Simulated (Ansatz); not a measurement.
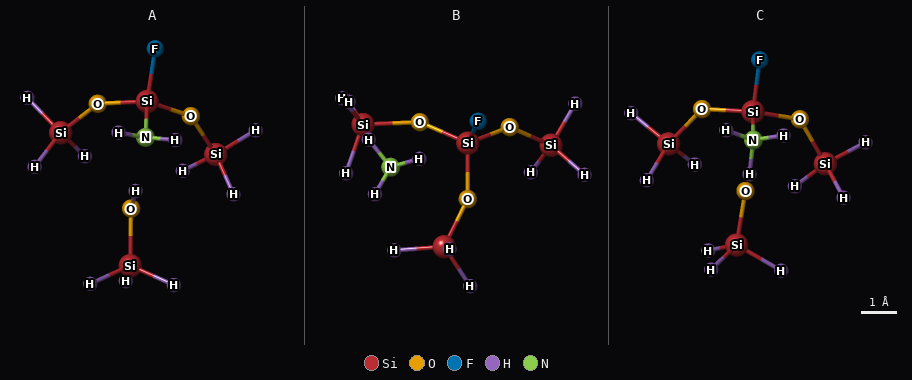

Three geometries of Si4NH12O3F: a saddle point and the two relaxed ends that it joins, in shuffled order. The picture is a ball-and-stick view, seen from a free direction. Sticks join atoms that are closer than about 1.2 times the sum of their covalent radii (a little more with hydrogen).

Stationary points at PBE0-D4/def2-TZVP, single-point energies with CCSD(T)/CBS, PBE-D4, B97M-V, BHLYP-D4, PBE0-D4, wB97X-V (def2-TZVPP where no basis is named; Ansatz 0.2.0). The energies are electronic, without zero-point or thermal terms, and both ends are the relaxed geometries reached downhill from the saddle, with any fragments still in contact. CCSD(T)/CBS stands for a frozen-core estimate: MP2 correlation extrapolated from def2-TZVPP and def2-QZVPP, CCSD(T) minus MP2 from the smaller set.

Which frame is the transition state, what reaction does it lead through, and what barrier is to be expected?

Answer. Frame C is the saddle point. Counted by bonded pieces, B holds NH₃ + Si₄H₉O₃F and A holds SiH₄O + Si₃H₈NO₂F. From B over the saddle to A, bonds form: N–Si (3.30 → 1.84 → 1.72 Å), H–O (3.80 → 1.51 → 0.98 Å). Bonds break: O–Si (1.61 → 2.30 → 3.15 Å), H–N (1.01 → 1.08 → 1.87 Å). The saddle has one imaginary mode, 271i cm⁻¹. With CCSD(T)/CBS the barrier is 140.7 kJ/mol from B and 85.8 kJ/mol from A, and A lies 54.9 kJ/mol above B.

```tsv
level	barrier from B (kJ/mol)	barrier from A (kJ/mol)	A less B (kJ/mol)
CCSD(T)/CBS	140.7	85.8	54.9
PBE-D4	113.7	72.9	40.7
B97M-V	144.7	86.7	57.9
BHLYP-D4	159.6	100.6	59.0
PBE0-D4	128.1	81.8	46.4
wB97X-V	139.3	87.2	52.1
```

Against CCSD(T)/CBS, wB97X-V comes closest on the barrier from B (−1.5 kJ/mol) and PBE-D4 misses most (−27.1 kJ/mol).

Limits of the set-up: the start holds two separate molecules, 2.4 Å apart at their closest, whose relative position is a soft coordinate.
